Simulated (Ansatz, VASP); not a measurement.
# CdSe: VASP beside Ansatz, part 2 of 2

One calculation is typed for both programs; each brings its own data sets and cutoff. How far apart do they land?

VASP 6.6.1 and Ansatz 0.2.0.

So far: Starting point; Ansatz: band structure, r2SCAN-EpsX; VASP: band structure, r2SCAN-EpsX.

**3. VASP: band structure, r2SCAN-EpsX (continued)**

Level of this step: r2SCAN-EpsX, exact-exchange share 1/23.348; plane waves and PAW (Cd, Se) (VASP).

Numbers of over 12 decimals in the logs are rounded to 6 here.

OUTCAR, selected parts (step 3):

```text
ion  position               nearest neighbor table
   1  0.000  0.000  0.000-   2 2.62   2 2.62   2 2.62   2 2.62
   2  0.250  0.250  0.250-   1 2.62   1 2.62   1 2.62   1 2.62

  LATTYP: Found a face centered cubic cell.
 ALAT       =     6.0500000000

 Subroutine GETGRP returns: Found 24 space group operations
 (whereof 24 operations were pure point group operations)

The static configuration has the point symmetry T_d .

 Found      8 irreducible k-points:

   k-points           NKPTS =      8   k-points in BZ     NKDIM =     64   number of bands    NBANDS=     15

   dimension x,y,z NGX =    28 NGY =   28 NGZ =   28
   dimension x,y,z NGXF=    56 NGYF=   56 NGZF=   56

   ENCUT  =  350.0 eV  25.72 Ry    5.07 a.u.   6.53  6.53  6.53*2*pi/ulx,y,z

   NELECT =      18.0000    total number of electrons

 k-points in reciprocal lattice and weights: Automatic mesh
   0.00000000  0.00000000  0.00000000       0.016
   0.25000000  0.00000000  0.00000000       0.125
   0.50000000  0.00000000  0.00000000       0.062
   0.25000000  0.25000000  0.00000000       0.094
   0.50000000  0.25000000  0.00000000       0.375
  -0.25000000  0.25000000  0.00000000       0.188
   0.50000000  0.50000000  0.00000000       0.047
  -0.25000000  0.50000000  0.25000000       0.094

  exchange ACFDT corr.  =         0.00000000  see jH, gK, PRB 81, 115126

 average (electrostatic) potential at core
       1 -43.9543       2 -59.7969

 E-fermi :   0.8572

 k-point     1 :       0.0000    0.0000    0.0000
  band No.  band energies     occupation
    ...
      5      -7.3659      2.00000
      6      -7.3659      2.00000
      7       0.6508      2.00000
      8       0.6508      2.00000
      9       0.6508      2.00000
     10       1.9985      0.00000
     11       7.3776      0.00000
     12       7.3776      0.00000
     13       7.3776      0.00000
     14      11.3284      0.00000
    ...

 k-point     2 :       0.2500    0.0000    0.0000
  band No.  band energies     occupation
    ...
      5      -7.3626      2.00000
      6      -7.3626      2.00000
      7      -2.0684      2.00000
      8       0.2255      2.00000
      9       0.2255      2.00000
     10       3.6806      0.00000
     11       7.3574      0.00000
     12       7.9064      0.00000
     13       7.9065      0.00000
     14      11.5282      0.00000
    ...

 k-point     3 :       0.5000    0.0000    0.0000
  band No.  band energies     occupation
    ...
      5      -7.3401      2.00000
      6      -7.0411      2.00000
      7      -3.9468      2.00000
      8      -0.1445      2.00000
      9      -0.1445      2.00000
     10       3.7781      0.00000
     11       7.8327      0.00000
     12       7.8327      0.00000
     13       8.7847      0.00000
     14      11.5722      0.00000
    ...

  energy-cutoff  :      350.00
  volume of cell :       55.36
      direct lattice vectors                 reciprocal lattice vectors
     0.000000000  3.025000000  3.025000000    -0.165289256  0.165289256  0.165289256
     3.025000000  0.000000000  3.025000000     0.165289256 -0.165289256  0.165289256
     3.025000000  3.025000000  0.000000000     0.165289256  0.165289256 -0.165289256

 POSITION                                       TOTAL-FORCE (eV/Angst)
 -----------------------------------------------------------------------------------
      0.00000      0.00000      0.00000        -0.000000     -0.000000     -0.000000
      1.51250      1.51250      1.51250         0.000000      0.000000      0.000000
 -----------------------------------------------------------------------------------
    total drift:                                0.000019      0.000027      0.000013

  FREE ENERGIE OF THE ION-ELECTRON SYSTEM (eV)
  ---------------------------------------------------
  free  energy   TOTEN  =       -34.8993516269 eV

  energy  without entropy=      -34.8993516269  energy(sigma->0) =      -34.89935163

 total charge
# of ion       s       p       d       tot
------------------------------------------
    1        0.419   0.318   9.564  10.301
    2        1.435   2.477   0.022   3.934
--------------------------------------------------
tot          1.853   2.796   9.586  14.235

[... 3 further parts left out ...]
```

**4. Differences**

Known differences besides the PAW data sets themselves: exact exchange at q = 0 is treated differently, which shows on coarse meshes; VASP keeps PBE cores, Ansatz makes them for the functional; the data sets hold 36 valence electrons in Ansatz (default PAW (the set named soft_2) files) and 18 in VASP; the cutoff is 500 eV in Ansatz and 350 eV in VASP; VASP takes a coarser grid for exact exchange (PRECFOCK = Fast). Total energies have different zeros and are not compared.

Compared:

| quantity | Ansatz | VASP | difference |
| --- | --- | --- | --- |
| gap over the path points (eV) | 1.357 | 1.348 | +0.009 |

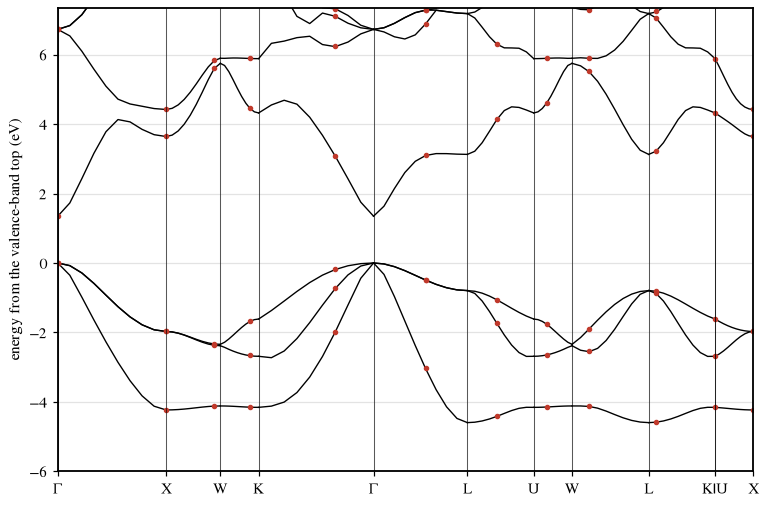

Bands from VASP (lines) and levels from Ansatz (dots). Dots without a line are higher empty bands that the VASP plot leaves out.

Levels at points of the path, from each program's valence-band top (eV; 4 filled, then empty):

| k (reciprocal lattice) | Ansatz | VASP |
| --- | --- | --- |
| 0.000 0.000 0.000 | -8.08 0.00 0.00 0.00 1.36 6.75 6.75 | -8.02 0.00 0.00 0.00 1.35 6.73 6.73 |
| 0.500 0.000 0.500 | -7.67 -4.22 -1.96 -1.96 3.65 4.43 10.05 | -7.62 -4.23 -1.97 -1.97 3.64 4.42 10.08 |
| 0.500 0.222 0.722 | -7.54 -4.11 -2.36 -2.32 5.61 5.83 7.54 | -7.49 -4.12 -2.37 -2.33 5.60 5.83 7.54 |
| 0.403 0.347 0.750 | -7.58 -4.14 -2.66 -1.67 4.46 5.89 8.80 | -7.52 -4.15 -2.67 -1.68 4.45 5.89 8.81 |
| 0.125 0.125 0.250 | -8.07 -1.98 -0.73 -0.19 3.08 6.24 7.12 | -8.01 -1.99 -0.74 -0.19 3.08 6.23 7.11 |
| 0.278 0.278 0.278 | -8.07 -3.04 -0.49 -0.49 3.10 6.88 7.30 | -8.01 -3.05 -0.49 -0.49 3.10 6.89 7.28 |
| 0.556 0.389 0.556 | -7.69 -4.40 -1.73 -1.06 4.14 6.30 7.86 | -7.63 -4.42 -1.74 -1.06 4.13 6.30 7.85 |
| 0.583 0.250 0.667 | -7.57 -4.13 -2.64 -1.75 4.61 5.89 8.53 | -7.51 -4.15 -2.65 -1.76 4.60 5.89 8.54 |
| 0.500 0.306 0.694 | -7.57 -4.12 -2.54 -1.89 5.52 5.89 7.29 | -7.51 -4.13 -2.55 -1.90 5.51 5.89 7.29 |
| 0.486 0.486 0.528 | -7.74 -4.57 -0.87 -0.81 3.23 7.07 7.24 | -7.69 -4.58 -0.88 -0.81 3.22 7.06 7.23 |

Among the levels compared (up to four filled and three empty ones at each point), filled levels agree within 62 meV and empty ones within 29 meV.

**5. Summary of results**

| Property | Result |
| --- | --- |
| difference in gap over the path points (band structure, r2SCAN-EpsX) | 0.0093 eV |

The difference in gap over the path points is 0.0093 eV (band structure, r2SCAN-EpsX), within the 0.08 eV picked in this series as the mark of a large difference. Differences of this kind measure data sets and numerical settings, not the functional's error against experiment.

[Lines on the potential files, build, host, timing and source positions are cut from VASP's logs without a mark.]

[Logs are printed without paths, hosts, clocks, repeated set-up lines and the standing remarks that a program may print on its own settings, such as how far it seeks lower states.]

[Hosts, paths, dates, database ids (printed as entryN), source tags and the programs' standing remarks are cut or masked in the printed files.]
